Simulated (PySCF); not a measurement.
C₂H₆Cu, charge +1, SMILES `[Cu+].CC`.

Method: PBE0/def2-TZVP; geometry: GFN2-xTB; program: PySCF. This is a single-reference result, which may miss multireference character in this system. The pair's geometry is semi-empirical, so its contact may be too short or too long. GFN2-xTB bond lengths at metals and heavier atoms can be off by up to 0.1 Å and shapes distorted, which carries into these values.

The calculation's input:

```python
import numpy as np
from pyscf import gto, scf, dft
from pyscf.scf import atom_ks, atom_hf
from scipy.linalg import block_diag

def solve(mol, dm0=None, hcore=None):
    mf = (dft.UKS if mol.spin else dft.RKS)(mol, xc='pbe0')
    mf.grids.level = 3
    mf = mf.density_fit(auxbasis='def2-universal-jkfit')
    mf.conv_tol, mf.max_cycle = 1e-8, 80
    if hcore is not None:
        mf.get_hcore = lambda *args: hcore
    mf.kernel(dm0)
    if not mf.converged:
        mf = mf.newton().run(mf.mo_coeff, mf.mo_occ, max_cycle=30)
    assert mf.converged, 'SCF not converged'
    return mf

mol = gto.M(atom='''
Cu    -1.08088     0.07209     0.00002
C      1.16245    -0.61939     0.00113
C      2.30672     0.39627     0.00106
H      0.58605    -0.52211    -0.96002
H      1.55601    -1.63473    -0.00289
H      0.58976    -0.52750     0.95472
H      2.93248     0.25535     0.87339
H      1.93723     1.41685     0.00437
H      2.92907     0.26029    -0.88337
''', basis='def2-tzvp', charge=1, spin=0, verbose=4)
mf = solve(mol)
mf.analyze()
# spherically averaged free atoms, for the promolecule
atm = atom_ks.get_atm_nrks(mol, xc='pbe0')
pro = block_diag(*[(atm[a[0]][2] * atm[a[0]][3]) @ atm[a[0]][2].T for a in mol._atom])
np.savez('result.npz', e=mf.e_tot, c=mf.mo_coeff, occ=mf.mo_occ, eps=mf.mo_energy, pro=pro, dip=mf.dip_moment(verbose=0), s2=mf.spin_square()[0])
```

Run with:

```sh
OMP_NUM_THREADS=1 python input.py
```

The run took 39 s on 1 thread of Intel(R) Xeon(R) Processor @ 2.50GHz (Skylake/Cascade Lake) (shared host), peak memory 0.54 GiB.

Partitions, critical points and surface values were worked out afterwards from this run's density.

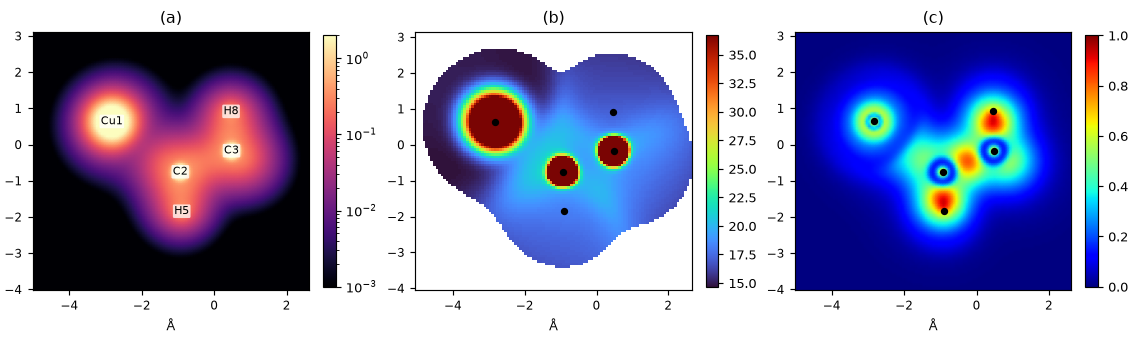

Three fields in the plane of Cu1, C2, C3, H5 and H8.

The panels show, in some order, the localised orbital locator (LOL), electron density and average local ionisation energy. Which is which?

Answer. (a) is the electron density: it is positive everywhere and peaks at the nuclei. (b) is the average local ionisation energy: it is high near the heavier nuclei and lowest where loosely bound electrons reach out. (c) is the localised orbital locator (LOL): it runs from 0 to 1, peaks where electrons are localised, as in bonds, and fades smoothly outside.
